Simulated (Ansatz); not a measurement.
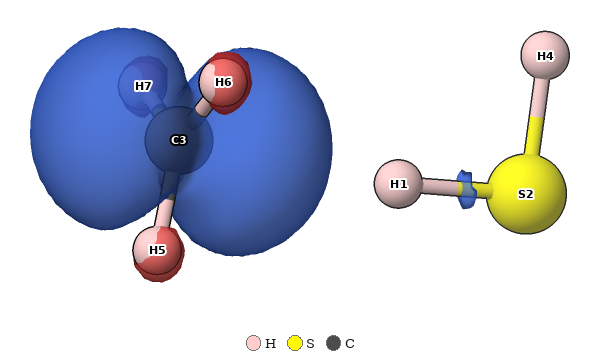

Figure. H$_{2}$S···CH$_{3}$ (doublet). Isosurfaces of the spin density at +0.03 (blue) and −0.03 e/Å³ (red), seen at a tilt.

These are results of Ansatz, UKS B3LYP/def2-SVP, not measurements.

```yaml
atoms:
  - { symbol: H, position_ang: [0.1152, -1.0230, -0.0541] }
  - { symbol: S, position_ang: [0.6552, -2.2637, 0.0869] }
  - { symbol: C, position_ang: [-0.6148, 1.2286, -0.1886] }
  - { symbol: H, position_ang: [1.7379, -1.7735, 0.7320] }
  - { symbol: H, position_ang: [-1.5790, 0.9424, -0.6116] }
  - { symbol: H, position_ang: [-0.5210, 1.3846, 0.8871] }
  - { symbol: H, position_ang: [0.2065, 1.5048, -0.8516] }
```

### Which atoms carry the spin?

The unpaired spin (1 electron) lies mostly on C3 (about 0.8), in electrons by Hirshfeld's partition.
